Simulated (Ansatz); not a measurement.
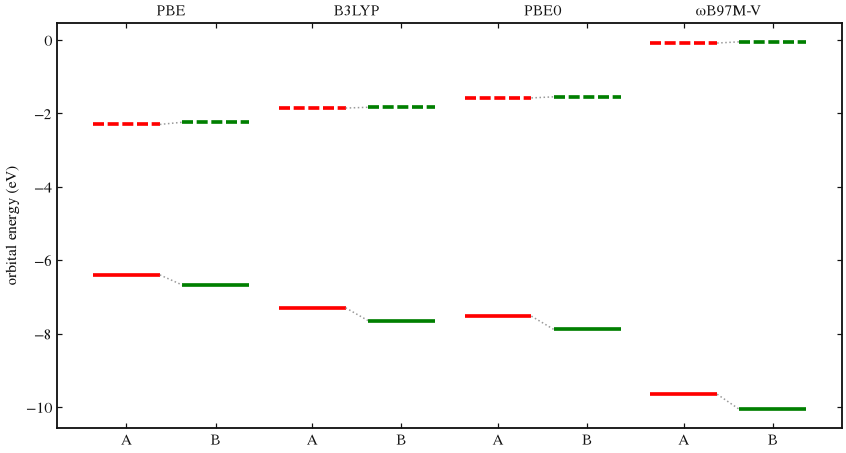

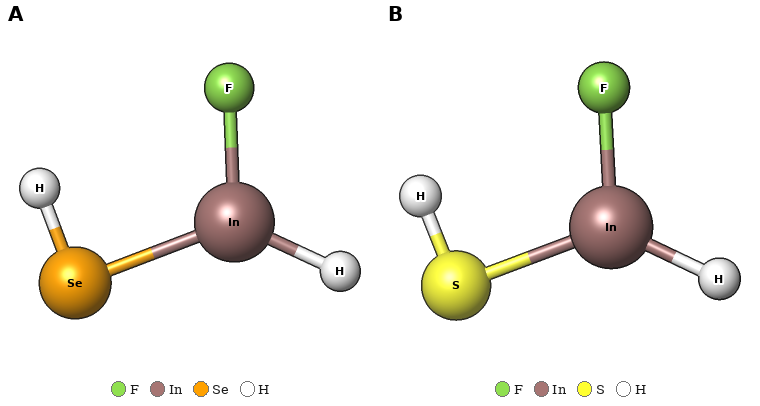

One change: A, InH₂SeF (SMILES [F][InH][SeH]), becomes B, InH₂SF (SMILES [F][InH][SH]). SeH on In is replaced by SH. HOMO (solid) and LUMO (dashed) computed in def2-TZVPP at PBE0-D4/def2-TZVP geometries, both minima by their frequencies, gas phase, the Ansatz code.

Q: What does the change do to HOMO and LUMO?

A: PBE: the HOMO falls by 0.27 eV, the LUMO rises by 0.06 eV, and the separation goes from 4.10 to 4.43 eV. B3LYP: the HOMO falls by 0.35 eV, the LUMO rises by 0.02 eV, and the separation goes from 5.44 to 5.81 eV. PBE0: the HOMO falls by 0.36 eV, the LUMO rises by 0.03 eV, and the separation goes from 5.94 to 6.33 eV. ωB97M-V: the HOMO falls by 0.41 eV, the LUMO rises by 0.03 eV, and the separation goes from 9.57 to 10.01 eV.

Q: Do the functionals agree on the effect?

A: They agree on the direction for both levels; the HOMO shift lies between −0.41 and −0.27 eV and the LUMO shift between 0.02 and 0.06 eV, while the separations themselves differ by up to 5.6 eV between functionals.

Note: core potentials past krypton; spin-orbit coupling is left out, and with In it can shift these values.
